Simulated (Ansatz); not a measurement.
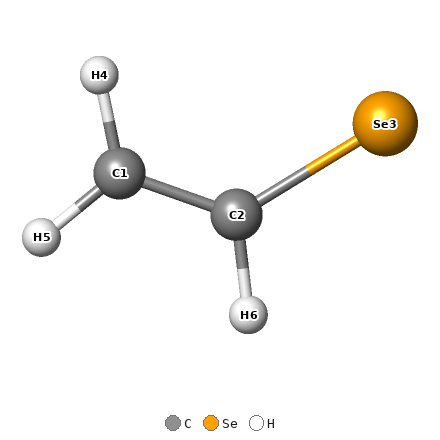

The system is C₂H₃Se, SMILES C=C[Se-], charge −1; the picture shows the reference structure. The first coordinate is: umbrella angle at C2 (between each of its bonds and their common axis; 90 is planar); the second: change of the bonds C2–C1, C2–Se3, C2–H6, all alike. Nothing is relaxed (all other coordinates rigid). Grid: 11 × 11 points; 66 points were computed and 55 follow by symmetry. Points are written as (first, second). Energies: kJ/mol, counted from the lowest grid point. Level of theory: Ansatz, RKS PBE0-D4/def2-TZVPD.

Its coordinates:

```csv
atom,x (Å),y (Å),z (Å)
C,-0.4780,0.1403,-0.5813
C,0.3291,0.0226,0.4851
Se,1.4097,-1.4295,0.9906
H,-0.5839,-0.6633,-1.3047
H,-1.0515,1.0504,-0.7502
H,0.3747,0.8795,1.1605
```

Range: umbrella angle at C2 (between each of its bonds and their common axis; 90 is planar) from 66.0 to 114.0°; change of the bonds C2–C1, C2–Se3, C2–H6, all alike from −0.158 to 0.244 Å.

### What landscape does the calculation give?

The lowest grid point is at (90.0°, 0.003 Å). It is the only kind of minimum in the scanned range. The highest grid point, (66.0°, −0.158 Å), lies 408 kJ/mol above the lowest. Round the minimum the two coordinates are nearly uncoupled.

```csv
"second ↓, first →",66.0,70.8,75.6,80.4,85.2,90.0,94.8,99.6,104.4,109.2,114.0
0.244,315,282,255,237,226,222,226,237,255,282,315
0.204,269,232,203,182,170,166,170,182,203,232,269
0.164,229,187,155,132,119,114,119,132,155,187,229
0.124,195,150,115,90,75,70,75,90,115,150,195
0.083,171,121,83,55,39,34,39,55,83,121,171
0.043,159,105,63,33,16,10,16,33,63,105,159
0.003,162,103,58,26,6,0,6,26,58,103,162
−0.037,183,120,71,36,15,8,15,36,71,120,183
−0.078,228,160,107,69,47,40,47,69,107,160,228
−0.118,301,227,170,130,106,98,106,130,170,227,301
−0.158,408,328,267,224,198,190,198,224,267,328,408
```

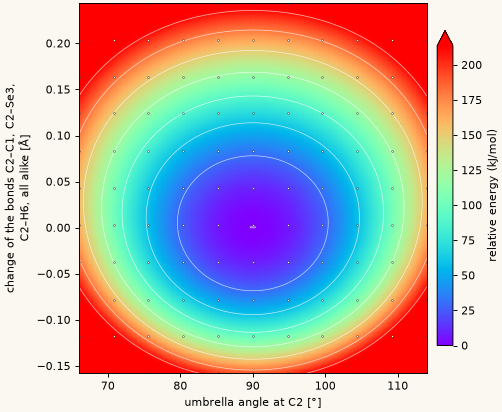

In the figure: a smooth colour map with a few white contour lines, dots at the grid points, one colour for all values above the top of the scale. Between grid points the surface is interpolated.

Each point was launched as `ansatz run input.yaml --threads 1 --pin off --max-ram 2560MiB --backend cpu --events-out ev --progress --plain --runs-dir out`. Time for the 66 points that were run: 7.8 min on 1 thread of Arm Neoverse V1, on a shared host.
